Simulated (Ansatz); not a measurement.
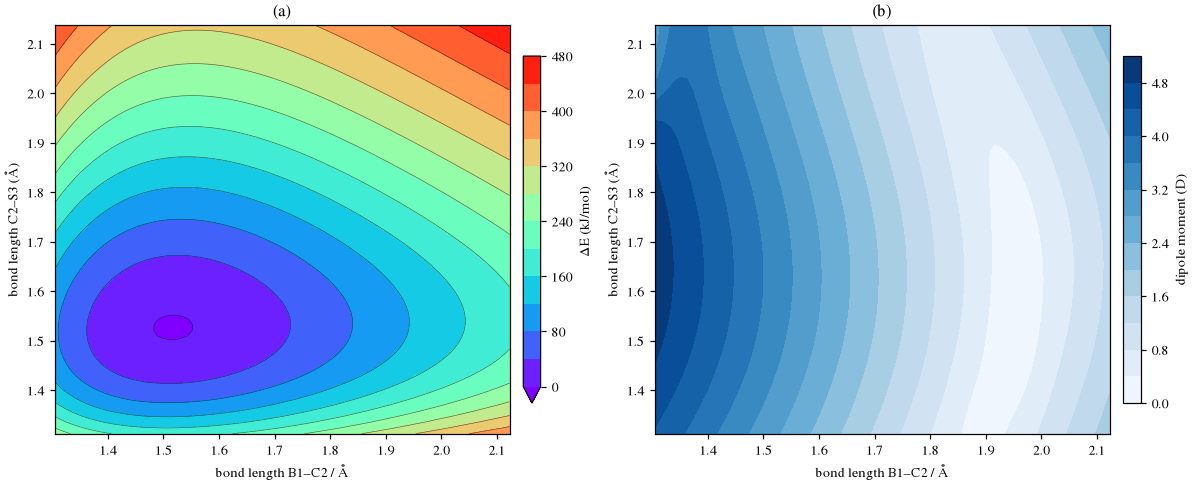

CHBOS, SMILES B#CSO. Coordinates scanned: (1) bond length B1–C2; (2) bond length C2–S3. Nothing is relaxed (all other coordinates rigid). The grid has 15 × 15 points. Points are written as (first, second). Energies: kJ/mol, counted from the lowest grid point. Method: Ansatz 0.2.0, RHF/def2-TZVP.

Panel (a) is the energy and panel (b) the computed dipole moment on the same grid.

In the figure: filled contours. Between grid points the surface is interpolated.

### How does the dipole moment vary over the map, and what is it at the lowest grid point?

Leaving out the highest fifth of the energies, it runs from 0.15 D at (1.947 Å, 1.489 Å) to 5.04 D at (1.304 Å, 1.666 Å). At the lowest grid point, (1.538 Å, 1.548 Å), it is 3.26 D.

```tsv
bond length C2–S3 ↓, bond length B1–C2 →	1.304	1.363	1.421	1.479	1.538	1.596	1.655	1.713	1.772	1.830	1.889	1.947	2.006	2.064	2.123
2.137	2.87	3.81	3.38	2.94	2.50	2.05	1.61	1.20	0.83	0.62	0.72	1.03	1.41	1.81	2.22
2.078	3.14	3.90	3.47	3.04	2.60	2.16	1.71	1.29	0.89	0.61	0.61	0.88	1.25	1.64	2.05
2.019	3.60	4.02	3.59	3.16	2.71	2.27	1.83	1.39	0.98	0.64	0.52	0.73	1.09	1.48	1.88
1.960	4.25	4.14	3.72	3.28	2.84	2.40	1.95	1.51	1.08	0.69	0.46	0.59	0.93	1.32	1.72
1.901	4.71	4.28	3.84	3.41	2.96	2.52	2.07	1.63	1.18	0.77	0.44	0.46	0.79	1.17	1.58
1.842	4.83	4.40	3.97	3.53	3.08	2.64	2.18	1.74	1.29	0.86	0.47	0.35	0.65	1.05	1.45
1.783	4.94	4.50	4.07	3.63	3.18	2.74	2.28	1.83	1.37	0.93	0.51	0.28	0.54	0.94	1.36
1.725	5.01	4.57	4.14	3.70	3.26	2.81	2.35	1.90	1.44	0.99	0.55	0.23	0.46	0.87	1.30
1.666	5.04	4.61	4.18	3.75	3.30	2.85	2.39	1.94	1.48	1.02	0.57	0.20	0.42	0.84	1.27
1.607	5.03	4.61	4.18	3.75	3.30	2.86	2.40	1.95	1.48	1.02	0.57	0.18	0.41	0.84	1.28
1.548	4.98	4.56	4.14	3.71	3.26	2.82	2.37	1.91	1.45	0.99	0.53	0.15	0.44	0.88	1.33
1.489	4.88	4.46	4.05	3.62	3.18	2.75	2.29	1.84	1.38	0.92	0.46	0.15	0.51	0.96	1.41
1.430	4.74	4.33	3.92	3.50	3.07	2.63	2.18	1.73	1.28	0.82	0.38	0.21	0.62	1.06	1.52
1.371	4.56	4.16	3.76	3.34	2.91	2.49	2.04	1.60	1.15	0.70	0.29	0.32	0.75	1.19	1.65
1.312	4.35	3.96	3.56	3.16	2.73	2.31	1.88	1.44	1.00	0.58	0.26	0.47	0.90	1.34	1.79
```
